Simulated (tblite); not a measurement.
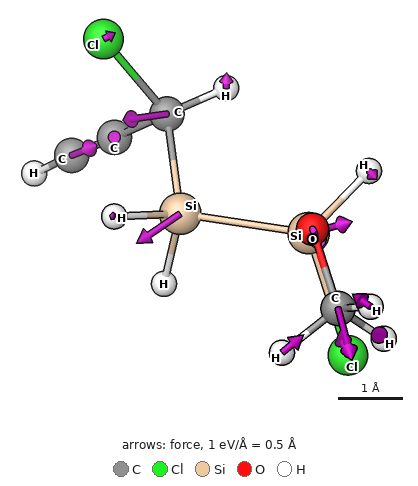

Starting geometry of C₄H₈Cl₂OSi₂ with the computed forces as purple arrows. Style: ball-and-stick. Shown from a free direction.

Level of theory: GFN2-xTB geometry optimisation, gas phase in tblite 0.8.0. 

Q: Is this structure relaxed? If not, where do the atoms go?

A: It isn't relaxed: the largest force vector, on O atoms, is 2.31 eV/Å. The final displacements have little in common with the starting forces (cosine between the two patterns 0.23). A Cl atom moves most after the best rigid fit: 1.87 Å. By element the largest moves are Cl 1.87 Å, H 1.58 Å, O 1.13 Å, C 0.78 Å, Si 0.31 Å. Among the contacts that change: Si–Si 2.205 → 2.301 Å, O–Si 1.701 → 1.621 Å, Cl–Si 2.098 → 2.037 Å, C–Si 1.872 → 1.928 Å. Among the angles between lasting bonds that change: Si–O–C 107.6° → 129.8°, Si–Si–O 113.8° → 97.9°, Si–Si–H 110.8° → 121.3°. Groups turn about C–O by about 80°, Si–Si by about 65°, O–Si by about 55°. After 203 geometry steps the energy has fallen by 1.199 eV. Cost: 2.2 s on 1 thread of Arm Neoverse V2, on a shared host.
